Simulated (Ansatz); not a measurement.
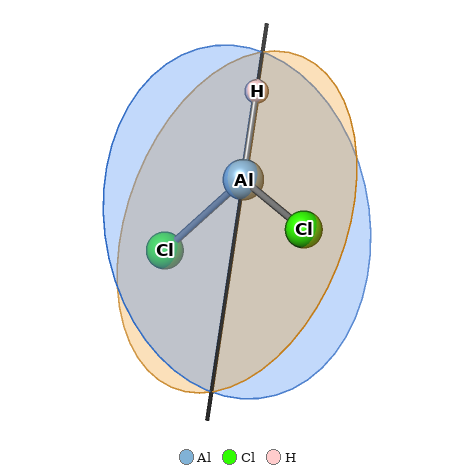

All proper rotation axes (lines) and mirror planes (discs) of the structure are drawn in. Distant atoms are faded towards the background colour. The computed structure is the end point of a PBE0-D4/def2-TZVP optimisation.

Q: Name the symmetry elements and the point group.

A: It has 1 C2 axis and 2 mirror planes. Point group C2v. The group has 4 operations. The geometry is achiral, and symmetry allows a dipole moment.
